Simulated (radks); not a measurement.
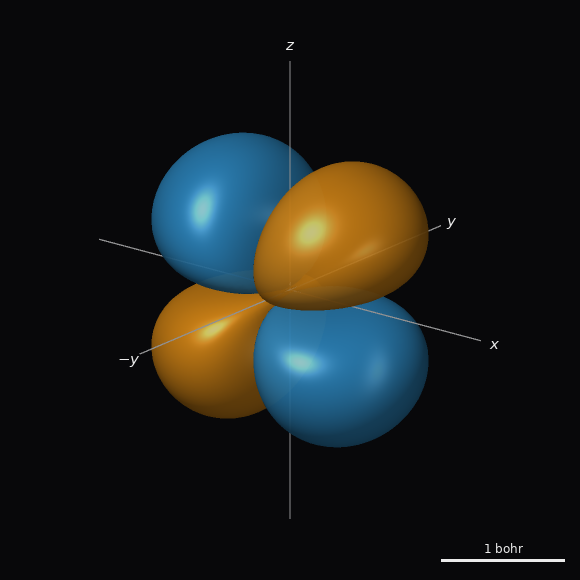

**Figure 1.** The 3d(xz) orbital. The surface of constant |ψ| that holds about 95 % of the electron is drawn, orange where ψ is positive and blue where it is negative. The radial function comes from the spherical calculation and is multiplied by a real spherical harmonic; the overall sign is chosen so that the largest lobe of P(r) is positive. It has the nodal planes xy and yz and no radial node. The maximum of P² lies at 0.451 bohr, ⟨r⟩ = 0.629 bohr, 90 % of the charge lies within 1.04 bohr, and the eigenvalue is −63.4 eV, with 10 electrons in the shell.

**Atomic calculation, with input and output: Se⁺**

The selenium ion Se⁺ in the configuration [Ar] 3d10 4s2 4p3. Computed at this level: non-relativistic Kohn-Sham, exchange-only LDA, spin-unpolarised, spherical densities, point nucleus (the in-house radial solver radks).

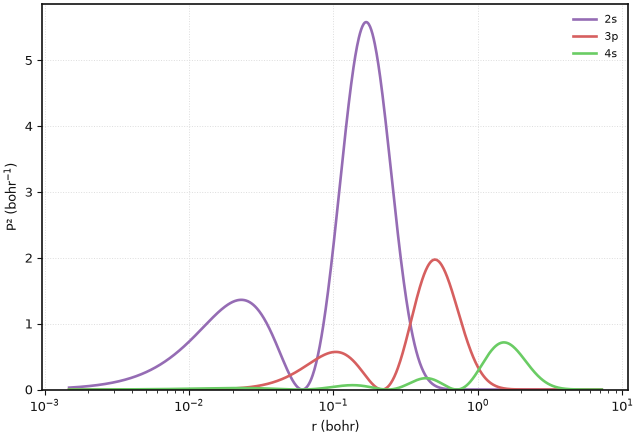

**Figure 2.** The radial probability densities P² of 2s, 4s and 3p. 2s: outer maximum at 0.168 bohr, ⟨r⟩ = 0.200 bohr, 1 node, eigenvalue −1568 eV; 3p: outer maximum at 0.505 bohr, ⟨r⟩ = 0.595 bohr, 1 node, eigenvalue −159.8 eV; 4s: outer maximum at 1.52 bohr, ⟨r⟩ = 1.78 bohr, 3 nodes, eigenvalue −25.1 eV.

These pictures come from the run below.

**The input**
```
Z 34
configuration [Ar] 3d10 4s2 4p3
relativity non-relativistic
functional lda,
spin unpolarised
nucleus point
response adiabatic LDA kernel
```

Energies in input and log are in hartree, lengths in bohr.

**Log**
```
1s      1   2.0000        -451.59313065
2s      1   2.0000         -57.62375742
2p      1   6.0000         -51.82486458
3s      1   2.0000          -7.86633078
3p      1   6.0000          -5.87290654
3d      1  10.0000          -2.33146717
4s      1   2.0000          -0.92185054
4p      1   3.0000          -0.52677311
Etot -2394.6824999267
Ekin 2394.6824998587495
Encl -5723.45996552217
Eh 1014.3386321108521
Exc -80.24366637413206
err 2.1099308781248425e-09
it 14
```

**Orbitals**

| orbital | occupation | energy (eV) | ⟨r⟩ (bohr) | outer maximum (bohr) |
| --- | --- | --- | --- | --- |
| 1s | 2 | −12288.5 | 0.04505 | 0.0297 |
| 2s | 2 | −1568.0 | 0.2003 | 0.168 |
| 2p | 6 | −1410.2 | 0.1729 | 0.133 |
| 3s | 2 | −214.054 | 0.5864 | 0.512 |
| 3p | 6 | −159.810 | 0.5953 | 0.505 |
| 3d | 10 | −63.442 | 0.6285 | 0.451 |
| 4s | 2 | −25.085 | 1.777 | 1.52 |
| 4p | 3 | −14.334 | 2.144 | 1.76 |

**Results in brief**

- outcome: converged
- total energy: −2394.6825 hartree
- kinetic energy: 2394.6825 hartree
- electron–nucleus energy: −5723.4600 hartree
- Hartree energy: 1014.3386 hartree
- exchange–correlation energy: −80.243666 hartree
- radius at density 0.001 e/bohr³: 3.95 bohr
- SCF iterations: 14
- hardware: 1 CPU thread, shared host
- wall time: 0.51 s
